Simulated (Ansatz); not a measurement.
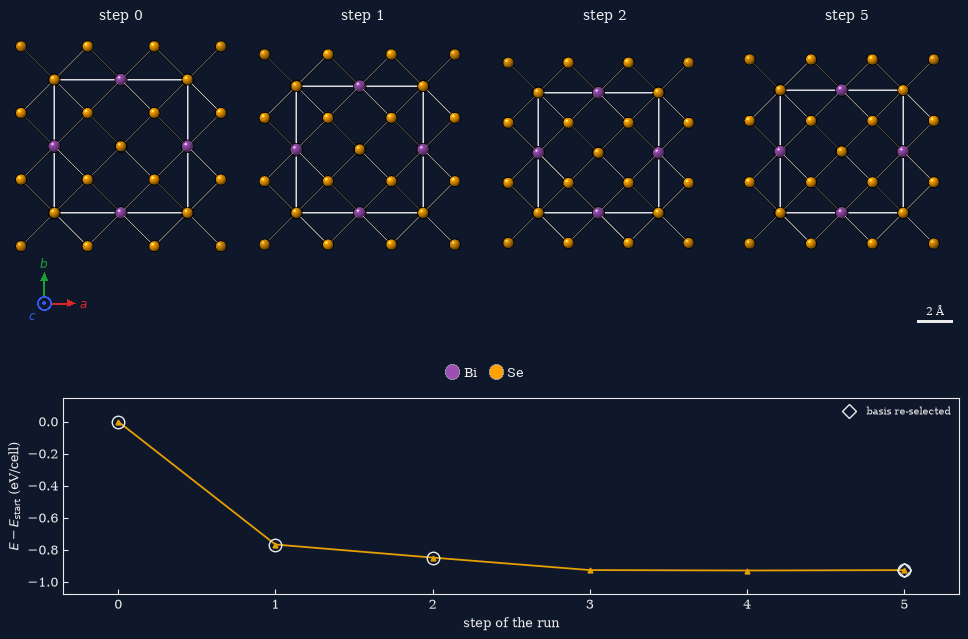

Frames of a relaxation of solid BiSe$_{3}$ (a generated structure, set up in Fm-3m) (coarse preliminary run), marked on the history of the run. The picture is a ball-and-stick view of the conventional cell (4 times the calculation's cell), seen along the c axis. Lengths and directions refer to the drawn axes.

Computed with Ansatz 0.2.0, DFT PBE, scalar-relativistic, plane waves, PAW. (plane-wave cutoff 420 eV; k-point mesh 4 × 4 × 4; occupations gaussian; smearing width 0.1 eV; no spin polarisation; cell and atoms relaxed; force threshold 0.04 eV/Å; at most 70 steps)

> What happens along the run?

After 4 accepted moves (5 points after the start) the energy has fallen by 0.927 eV per cell of the calculation. All forces vanish by symmetry, so only the cell relaxes. Pressure: −9.02 GPa at the start and −0.03 GPa at the end. The SCF was repeated once at an unchanged geometry on a basis and grid sized afresh for the cell, which shifted the energy by 2.4 meV per cell of the calculation at most. The atoms keep their places relative to the cell (all moves are under 0.005 Å). Cell: a = b = c 7.816 → 7.202 Å (−7.9 %). Volume −21.8 %. Among the contacts that change: Bi–Se 3.385 → 3.118 Å. The space group stays Fm-3m (No. 225). From step 0 to 1: volume −13.9 %, energy −0.767 eV per cell of the calculation. From step 1 to 2: volume −14.7 %, energy −81.4 meV per cell of the calculation. From step 2 to 5: volume +6.6 %, energy −78.2 meV per cell of the calculation.
